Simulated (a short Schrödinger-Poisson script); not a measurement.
Stack: MOS inversion layer, SiO2 on p-type Si(110), at 400 K.

```tsv
layer	material	thickness (nm)	Na (cm⁻³)
1	SiO2	1	-
2	Si	330	1.7e18
```

The device is made up for the run: typed textbook-type constants, with dimensions and the other settings drawn at random. SiO2: permittivity 3.9, conduction-band edge (eV) 3.15, gap (eV) 9, electron mass (mₑ) 0.5. Si: permittivity 11.7, conduction-band edge (eV) 0, gap (eV) 1.124, Nv at 300 K (cm⁻³) 3.1e19.

Channel valleys (confinement mass, in-plane density-of-states mass, number): Δ4 0.315, 0.324, 4; Δ2 0.19, 0.417, 2. At the gate the conduction-band edge of layer 1 lies 3.48 eV − eVg above the Fermi level of the channel; the field vanishes at the back. Gaps are held at their typed values at every temperature. Mesh 0.03 nm at interfaces.

Solved with a short Schrödinger-Poisson script written for these runs: 1D Poisson equation in equilibrium, electrons quantum, Hartree (BenDaniel-Duke, 12 states a valley, the channel's in-plane mass for all, wave functions free to enter the dielectric), parabolic valleys, classical holes, full ionisation, no traps, pinning or gate leakage.

Only gate voltages with over 1e8 electrons/cm² are shown.

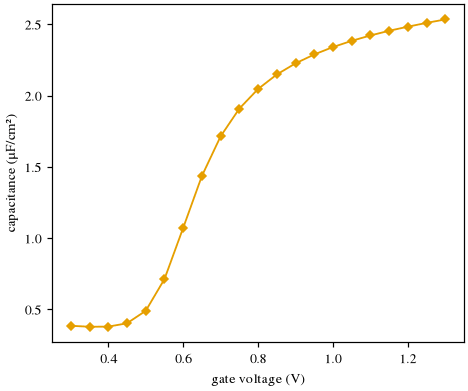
Figure: Quasi-static capacitance against gate voltage

```csv
Vg (V),electrons (cm⁻²),C (μF/cm²),Δ4 E0 (meV),Δ4 E1 (meV),Δ2 E0 (meV),Δ2 E1 (meV)
0.3,3.95e8,0.385,381.8,506.8,404.3,550.2
0.35,1.30e9,0.378,340.6,468.5,363.5,512.9
0.4,4.30e9,0.379,299.1,429.8,322.5,475.3
0.45,1.42e10,0.403,257.9,391.3,281.6,437.7
0.5,4.55e10,0.490,217.5,353.6,241.6,400.8
0.55,1.34e11,0.713,180.1,318.7,204.5,366.8
0.6,3.34e11,1.07,148.4,289.6,173.3,338.4
0.65,6.72e11,1.44,123.9,267.8,149.3,317.1
0.7,1.13e12,1.71,105.6,252.2,131.4,302.0
0.75,1.67e12,1.91,91.6,240.9,117.9,291.0
0.8,2.27e12,2.05,80.5,232.5,107.3,282.9
0.85,2.92e12,2.15,71.4,226.0,98.7,276.7
0.9,3.59e12,2.23,63.6,220.9,91.5,271.8
0.95,4.29e12,2.29,56.9,216.8,85.3,267.9
1,5.01e12,2.34,51.0,213.4,79.8,264.7
1.05,5.74e12,2.38,45.7,210.6,75.0,262.0
1.1,6.49e12,2.42,40.8,208.3,70.6,259.8
1.15,7.25e12,2.45,36.4,206.3,66.6,257.9
1.2,8.02e12,2.48,32.3,204.6,63.0,256.4
1.25,8.80e12,2.51,28.5,203.1,59.6,255.0
1.3,9.59e12,2.53,24.9,201.9,56.4,253.9
```

Subbands count from the Fermi level.
